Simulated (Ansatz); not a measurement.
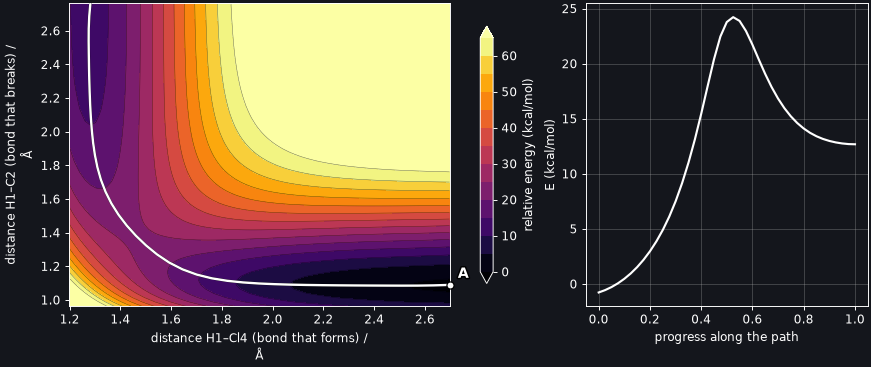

The reacting system C₂H₄Cl (fragments C₂H₄ + Cl where the first distance is long, ClH + C₂H₃ where the second is long), spin multiplicity 2. 
- The first coordinate is: distance H1–Cl4 (bond that forms); the second: distance H1–C2 (bond that breaks).
- Relaxed at each point: all other coordinates.
- The scan uses a 13 × 13 grid.
- Points are written as (first, second).
- Energies: kcal/mol, counted from the lowest grid point.
- In part of the range the unrestricted reference is strongly spin-contaminated.
- Computed with UHF/def2-SVP in Ansatz 0.2.0.

The picture shows filled contours, a line along the lowest path, one colour for all values above the top of the scale, the energy along the path at the right, the start A. Between grid points the surface is interpolated.

### Describe the path and its barrier.

The easiest path runs from the side where the first distance is long, about (2.70 Å, 1.09 Å), to the side where the second distance is long, about (1.28 Å, 2.76 Å). Its highest point, at about (1.46 Å, 1.38 Å), lies about 25 kcal/mol above the start and 12 kcal/mol above the end on the interpolated surface. An end on the edge of the scan is no minimum, so the barrier from there is a lower bound.
